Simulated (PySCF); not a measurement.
C2H6O, SMILES `CCO`.

Level of theory: CAM-B3LYP/6-31G* (PySCF), at a geometry from GFN2-xTB. No frequency check shows the geometry to be a minimum. Without diffuse functions Rydberg states are missing, so the states' numbers hold for this basis only.

Coordinates in Å:

```
C1       1.2271   -0.2196   -0.0002
C2      -0.0890    0.5421   -0.0001
O3      -1.1470   -0.3940   -0.0002
H4       2.0611    0.4764    0.0010
H5       1.2860   -0.8510   -0.8813
H6       1.2846   -0.8526    0.8817
H7      -0.1481    1.1856   -0.8900
H8      -0.1494    1.1840    0.8918
H9      -1.9870    0.0750   -0.0002
```

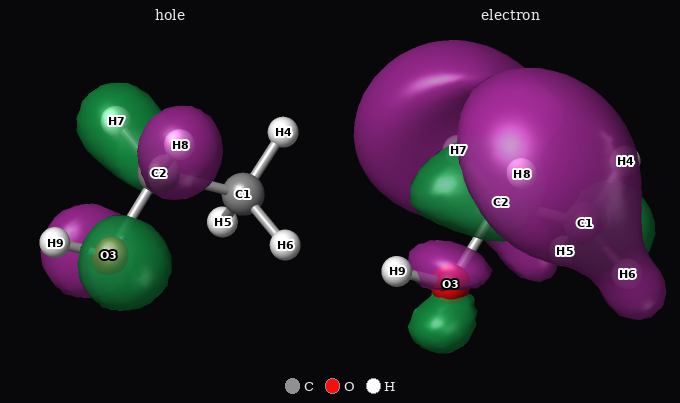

Leading natural transition orbital pair of T₃ (full linear response triplet states); the surfaces enclose about 70 % of each orbital's density.

**What kind of excitation is it, and where does it lie?**

9.24 eV (134 nm), spin-forbidden from the singlet ground state, n → σ*; the leading pair carries 95 %; hole on O3 (50 %), C2 (19 %) and H7 and H8 (11 % each), electron on C2 (25 %), H7 and H8 (23 % each) and C1 (7 %); their centroids lie 1.0 Å apart. In canonical orbitals it is mainly HOMO → LUMO+1 (68 %). The HOMO–LUMO gap is 12.39 eV.
